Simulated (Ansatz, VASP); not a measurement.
# Cross-check of ZnAu between VASP and Ansatz, part 2 of 2

Wanted: the spread between two codes on one cell, functional and k mesh.  Valence electrons are named where the data sets of a main pair hold unlike numbers.

VASP 6.6.1 and Ansatz 0.2.0.

So far. Step 2 (Ansatz: single point, PBEsol): The run ends at a pressure of -2.71 GPa.

### Step 5. VASP: band structure, PBEsol

Level of this step: PBEsol; plane waves and PAW (Zn, Au) (VASP).

A single point gives forces, pressure and levels at one fixed geometry, so differences don't come from the geometry; what else differs is listed under the comparison.

The input, INCAR:

```
SYSTEM = ZnAu
PREC = Accurate
ENCUT = 400
EDIFF = 1E-06
NELM = 100
ISMEAR = -1
SIGMA = 0.05
LREAL = .FALSE.
ALGO = Normal
GGA = PS
NBANDS = 23
LASPH = .TRUE.
LORBIT = 11
LWAVE = .FALSE.
LCHARG = .FALSE.
KPAR = 2
```

The input, POSCAR:

```
ZnAu
1.0
    3.1470000000      0.0000000000      0.0000000000
    0.0000000000      3.1470000000      0.0000000000
    0.0000000000      0.0000000000      3.1470000000
Zn Au
1 1
Direct
    0.4824310000      0.4866860000      0.5073820000
    0.0114760000     -0.0153100000     -0.0371480000
```

The input, KPOINTS:

```
Automatic mesh
0
Gamma
12 12 12
0 0 0
```

The input, KPOINTS_OPT:

```
Line mode
16
Line-mode
Reciprocal
  0.00000000   0.00000000   0.00000000 GAMMA
  0.00000000   0.50000000   0.00000000 X

  0.00000000   0.50000000   0.00000000 X
  0.50000000   0.50000000   0.00000000 M

  0.50000000   0.50000000   0.00000000 M
  0.00000000   0.00000000   0.00000000 GAMMA

  0.00000000   0.00000000   0.00000000 GAMMA
  0.50000000   0.50000000   0.50000000 R

  0.50000000   0.50000000   0.50000000 R
  0.00000000   0.50000000   0.00000000 X

  0.50000000   0.50000000   0.00000000 M
  0.50000000   0.50000000   0.50000000 R
```

The projector-augmented-wave data sets are Zn and Au (PBE family, release 64).

Launch:

```bash
$ mpirun -np 2 vasp_std
```

Numbers of over 12 decimals in the logs are rounded to 6 here.

Log:

```text
[banner, memory and clock lines left out]
running    2 mpi-ranks, on    1 nodes
[...]
[... a notice as in an earlier step ...]

 LDA part: xc-table for (Slater+PW92), standard interpolation
 POSCAR, INCAR and KPOINTS ok, starting setup
[...]
entering main loop
       N       E                     dE             d eps       ncg     rms          rms(c)
DAV:   1     0.118334906229E+03    0.11833E+03   -0.90911E+03 42917   0.108E+03
DAV:   2    -0.540553707557E+00   -0.11888E+03   -0.11135E+03 42350   0.248E+02
DAV:   3    -0.642267922993E+01   -0.58821E+01   -0.58469E+01 47873   0.560E+01
DAV:   4    -0.647267914813E+01   -0.50000E-01   -0.49992E-01 45927   0.491E+00
[...]
DAV:   9    -0.590284521419E+01    0.19014E-04   -0.30506E-04 53268   0.266E-01    0.621E-02
DAV:  10    -0.590284657043E+01   -0.13562E-05   -0.46819E-05 47348   0.516E-02    0.197E-02
DAV:  11    -0.590284746264E+01   -0.89221E-06   -0.23336E-06 46991   0.135E-02
   1 F= -.59028475E+01 E0= -.59010962E+01  d E =-.350253E-02
 Start KPOINTS_OPT (optional k-point list driver)
k-point batch [1-96\96]
       N       E                     dE             ncg
DAV:   1     0.363336415924E+05   -0.45552E+05     4696
DAV:   2     0.250504363501E+05   -0.11283E+05     4626
DAV:   3     0.244854043366E+05   -0.56503E+03     5410
DAV:   4     0.244800044573E+05   -0.53999E+01     5193
DAV:   5     0.244799356632E+05   -0.68794E-01     5326
DAV:   6     0.244799342579E+05   -0.14053E-02     5242
DAV:   7     0.244799342253E+05   -0.32538E-04     5329
DAV:   8     0.244799342246E+05   -0.71280E-06     3720
```

Parts of OUTCAR (step 5):

```text
  Total       -0.2116964     -0.1363214     -0.3046285     -0.0122035      0.0174283     -0.2447000
  in kB      -10.8826279     -7.0078431    -15.6599711     -0.6273436      0.8959317    -12.5792395
  external PRESSURE =     -11.1834807 kB  Pullay stress =       0.0000000 kB

 POSITION                                       TOTAL-FORCE (eV/Angst)
 -----------------------------------------------------------------------------------
      1.51821      1.53160      1.59673         0.349107     -0.025264     -0.501521
      0.03611      3.09882      3.03010        -0.349107      0.025264      0.501521
 -----------------------------------------------------------------------------------
    total drift:                               -0.000089     -0.000098     -0.000145

  FREE ENERGIE OF THE ION-ELECTRON SYSTEM (eV)
  ---------------------------------------------------
  free  energy   TOTEN  =        -5.9028474626 eV

  energy  without entropy=       -5.8993449318  energy(sigma->0) =       -5.90109620

[... 1 part as in an earlier step ...]

[... 2 further parts left out ...]
[key lines of the parts left out:]
E-fermi :   6.9577
```

The run ends at a pressure of -1.12 GPa, with forces up to 0.61 eV/Å.

### Step 6. Ansatz: band structure, PBEsol

The same cell, functional, mesh and smearing now go to Ansatz, which takes its cutoff from its data sets.

The cell is taken from a series of VASP runs on this material, whose earlier steps may have relaxed, scaled or displaced it; both programs get it as it stands.

The input, input.yaml:

```yaml
crystal:
  lattice:
    - [3.147, 0.0, 0.0]
    - [0.0, 3.147, 0.0]
    - [0.0, 0.0, 3.147]
  atoms:
    - { symbol: Zn, position: [0.482431, 0.486686, 0.507382] }
    - { symbol: Au, position: [0.011476, -0.01531, -0.037148] }
hamiltonian:
  xc: pbesol
  pseudopotentials: { kind: paw }
kpoints:
  mp_grid: { grid: [12, 12, 12] }
  band_path:
    path:
      - [0.0, 0.0, 0.0]
      - [0.0, 0.1, 0.0]
      - [0.0, 0.2, 0.0]
      - [0.0, 0.3, 0.0]
      - [0.0, 0.43333, 0.0]
      - [0.0, 0.5, 0.0]
      - [0.1, 0.5, 0.0]
      - [0.2, 0.5, 0.0]
      - [0.33333, 0.5, 0.0]
      - [0.43333, 0.5, 0.0]
      - [0.5, 0.5, 0.0]
      - [0.36667, 0.36667, 0.0]
      - [0.26667, 0.26667, 0.0]
      - [0.16667, 0.16667, 0.0]
      - [0.06667, 0.06667, 0.0]
      - [0.03333, 0.03333, 0.03333]
      - [0.13333, 0.13333, 0.13333]
      - [0.23333, 0.23333, 0.23333]
      - [0.33333, 0.33333, 0.33333]
      - [0.46667, 0.46667, 0.46667]
      - [0.46667, 0.5, 0.46667]
      - [0.36667, 0.5, 0.36667]
      - [0.23333, 0.5, 0.23333]
      - [0.13333, 0.5, 0.13333]
      - [0.03333, 0.5, 0.03333]
      - [0.5, 0.5, 0.03333]
      - [0.5, 0.5, 0.16667]
      - [0.5, 0.5, 0.26667]
      - [0.5, 0.5, 0.36667]
      - [0.5, 0.5, 0.5]
    npoints: 1
scf:
  occupations: { method: fermi_dirac, width: 0.05 }
  n_extra_bands: 7
output:
  forces: true
  stress: true
  eigenvalues: true
```

Launch:

```bash
$ ansatz run input.yaml --threads 2 --pin off --max-ram 4608MiB --backend cpu --events-out ev --progress --plain --runs-dir out
```

Log:

```text
[...]
Crystal: 2 atoms, lattice volume = 31.167 Å³
Basis set: ecut = 420 eV, 619 PW (Γ), exchange–correlation on 48×48×48 points (8 copies of the dense FFT grid, shifted against one another)
Bands: 23, of which v1, the nominal top of the filled ones, is band 16 counted from 1 (15 counted from 0)
Symmetry: 1 space group operations
[...]
k-points: 868 of 1728 (time reversal used)
[...]
k-point 0: bands = [... 12 lower, 13.1323, 13.1327, 13.1577, 21.8271, 21.8693, 21.9327, 25.6527, 28.8501, ... 3 higher]
  k-point 1: bands = [... 12 lower, 13.0417, 13.0448, 13.1431, 20.9516, 22.0592, 22.1027, 26.2590, 28.8013, ... 3 higher]
  k-point 2: bands = [... 12 lower, 12.8048, 12.8076, 13.1168, 19.1786, 22.7157, 22.7488, 26.8645, 28.4607, ... 3 higher]
  k-point 867: bands = [... 12 lower, 13.7800, 13.7850, 18.2725, 20.3906, 20.4216, 20.4586, 20.6015, 22.7721, ... 3 higher]
[key lines of the parts left out:]
SCF converged after 6 iterations
Free energy (F): -16288.404699 eV
Fermi energy:    16.926285 eV
P = ⅓ Tr σ = -0.9624 GPa (-9.624 kbar)
```

The job ended after 56 s (2 threads of Arm Neoverse N1, shared host; peak memory 0.81 GiB; 1.8 min of CPU time).

### Step 7. Comparison

What differs besides the data sets and the points named for the pairs above, as far as they apply: the data sets hold 31 valence electrons in Ansatz (on its default PAW (the set named soft_2) files) and 23 in VASP. Total energies have different zeros and are not compared.

Compared:

```csv
quantity,Ansatz,VASP,difference
pressure (GPa),-0.96,-1.12,+0.16
pressure without Ansatz's Pulay correction (GPa),-1.05,-1.12,+0.07
```

Forces (eV/Å; atoms numbered as in POSCAR):

```csv
atom,"Ansatz x, y, z","VASP x, y, z"
Zn1,"0.344, -0.025, -0.494","0.349, -0.025, -0.502"
Au2,"-0.344, 0.025, 0.493","-0.349, 0.025, 0.502"
```

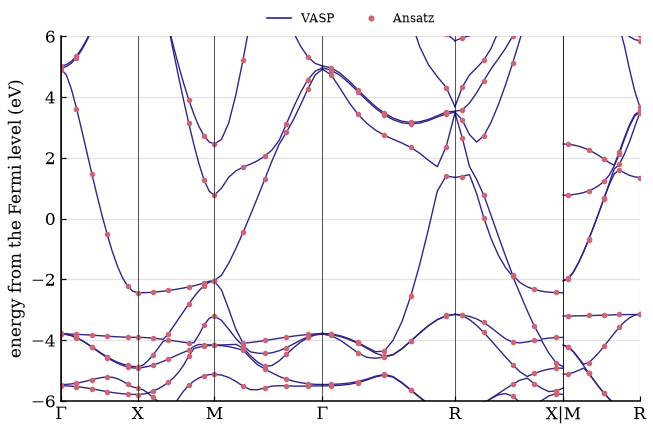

Bands from VASP (lines) and levels from Ansatz (dots). Dots without a line are higher empty bands that the VASP plot leaves out.

The forces differ by 5.6 meV/Å r.m.s., which is 1.6 % of the r.m.s. force of 0.353 eV/Å (both taken over all components). Levels from 3 eV below to 2 eV above the Fermi level differ by 7 meV r.m.s. and 12 meV at most; each VASP level is matched to the nearest of Ansatz, which flatters the figure a little. Ansatz's pressure holds a Pulay correction of 0.09 GPa; VASP's holds none.

### Step 8. Results

| Item | Value |
| --- | --- |
| difference in pressure (single point, PBEsol) | 0.20 GPa |
| r.m.s. difference of levels near the Fermi level (band structure, PBEsol) | 6.8 meV |
| r.m.s. force difference (band structure, PBEsol) | 1.6 % of the r.m.s. force |

In words: The r.m.s. force difference is 1.6 % of the r.m.s. force (band structure, PBEsol), within the 3 % picked in this series as the mark of a large difference. The data sets hold unlike numbers of valence electrons (31 in Ansatz and 23 in VASP), so part of the differences comes from the potentials. 1 further run of this series is not shown here. Such differences can come from data sets, numerical settings and the points named under the comparisons, not from the functional's error against experiment.

[Lines on the potential files, build, host, timing and source positions are cut from VASP's logs without a mark.]

[Logs are printed without paths, hosts, clocks, repeated set-up lines and the standing remarks that a program may print on its own settings, such as how far it seeks lower states.]

[Hosts, paths, dates, database ids (printed as entryN), source tags and the programs' standing remarks are cut or masked in the printed files.]
